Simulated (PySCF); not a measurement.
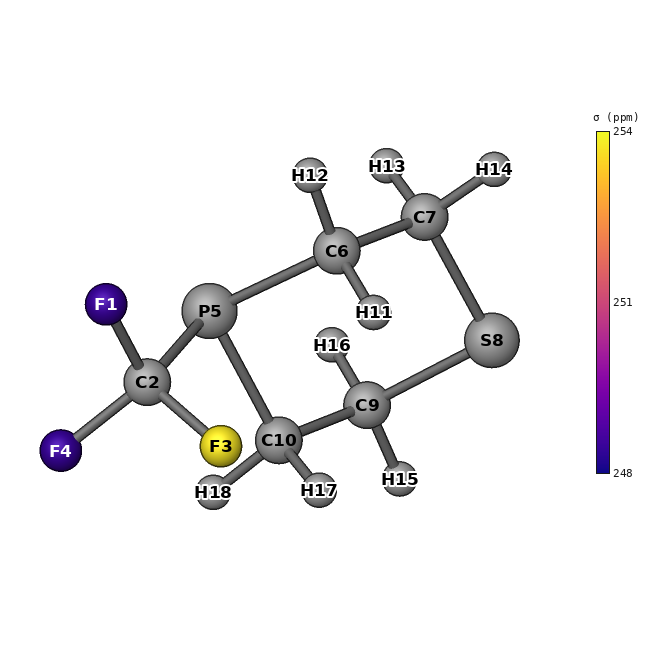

Atoms are coloured by their isotropic NMR shieldings (F only, the others grey). The computed structure is the end point of a GFN2-xTB optimisation. No frequency run is at hand to confirm it as a minimum. Method: GIAO PBE0/pcSseg-1 NMR shielding, non-relativistic, gas phase (PySCF 2.14.0).

Give the isotropic NMR shieldings of the F atoms atom by atom.

```json
{"atom": "F1", "σ (ppm)": "248.5"}
{"atom": "F3", "σ (ppm)": "253.7"}
{"atom": "F4", "σ (ppm)": "248.5"}
```

The geometry is semi-empirical. Around P such bond lengths and angles can be off by a tenth of an ångström or more and by several degrees, and values that hang on the shape move with them.
